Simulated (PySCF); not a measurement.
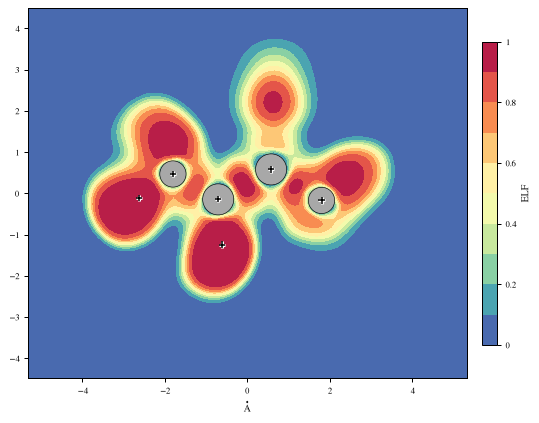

The ELF on a plane through atoms (crosses mark nuclei in the plane; grey discs cover the cores).

Level of theory: PySCF, PBE0/pcSseg-1, SCF density, gas phase, non-relativistic.

Candidates:
A. C6H12N2 (SMILES [H]/N=C/C1(N(C)C)CC1)
B. C4H6 (SMILES C=CC=C)
C. C3H6OSi (SMILES C#C[SiH2]OC)

> Which candidate gave the map?

Candidate A: C6H12N2 on the plane of atoms N6, C5 and H15, which holds N, C and H. C–N (1.26 Å): the ELF peaks at about 0.90 between the atoms: a short, multiple covalent bond. C–C (1.47 Å): the ELF peaks at about 0.95 between the atoms: a shared electron pair.
